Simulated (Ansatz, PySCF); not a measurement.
H2O (SMILES O) and CH3F (SMILES CF) are pulled apart as rigid monomers along the line of their centres of mass, from the B3LYP-D3(BJ)/def2-TZVP minimum. Starting geometry (charge 0, multiplicity 1):
```xyz
8

O     -0.1214    -0.0633     0.5828
H      0.0078     0.6366    -0.0644
H     -0.4799     0.3723     1.3672
C      0.4579    -0.3004     3.8082
F     -0.4778     0.6387     3.3495
H     -0.0737    -1.0533     4.3888
H      0.9402    -0.7493     2.9415
H      1.1838     0.2215     4.4308
```

Interaction energies with rigid monomers; basis-set methods are counterpoise corrected unless marked otherwise.

Cores are frozen in the correlated methods. Rows in 6-31G* carry no dispersion term and start afresh at each structure (6-31G* with six Cartesian d functions).

Codes used: Ansatz (Gaussian basis) for Hartree–Fock, density functionals and correlated methods; PySCF for 6-31G* rows. 

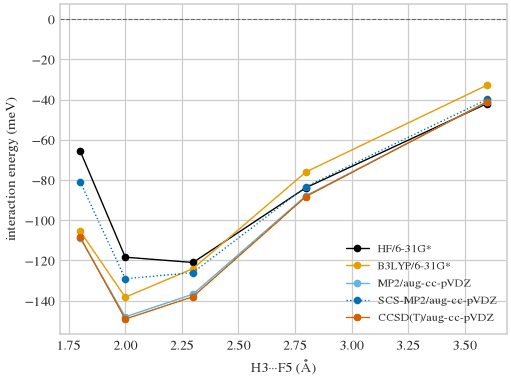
Figure: Interaction energy against separation

Which level binds most strongly at H3···F5 = 2.00, and by how much?

CCSD(T)/aug-cc-pVDZ, -149 meV.

Ansatz is a program for electronic structure.
